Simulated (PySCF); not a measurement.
# CH3BFN: the cost of one run

Programs: PySCF 2.14.0, with density-fitted response routines of our own. Each step states its level of theory. These are calculated values for one molecule in the gas phase, unless marked as measured. Atoms count from 0, in the outputs and in this text.

### 1 The starting structure

7 atoms, charge 0, multiplicity 1; geometry from: PBE0-D3(BJ)/def2-SVP.

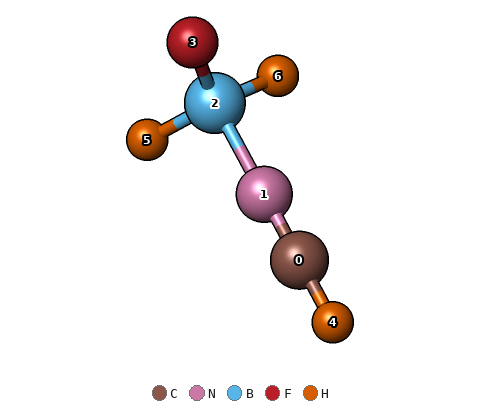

The starting geometry (carbon brown, nitrogen pink, boron blue, fluorine red, hydrogen orange), atoms numbered.

### 2 TDDFT and polarisability: wB97X-D/def2-SVPD

Job settings and geometry (Å):

```
{"job": {"kind": "uv", "xc": "wB97X-D", "basis": "def2-SVPD", "ip": true}, "charge": 0, "multiplicity": 1}
C      1.254425     0.295516    -1.005568
N      0.407414     0.101609    -0.257658
B     -0.755151    -0.195845     0.821563
F     -1.871725     0.478037     0.376125
H      2.053506     0.476820    -1.710073
H     -0.244248     0.239848     1.849407
H     -0.817890    -1.421061     0.775035
```

Method: TDDFT wB97X-D/def2-SVPD, vertical, gas phase, core orbitals frozen in the response.

Run with:

```sh
$ OMP_NUM_THREADS=1 python probes_run.py task.json out
```

One launch serves the whole session: the jobs run in the order shown.

**Question.** How long does this first job take on 1 thread of Arm Neoverse V1, shared host, and how much memory does it need?

About 11 s, with a peak of 0.47 GiB.
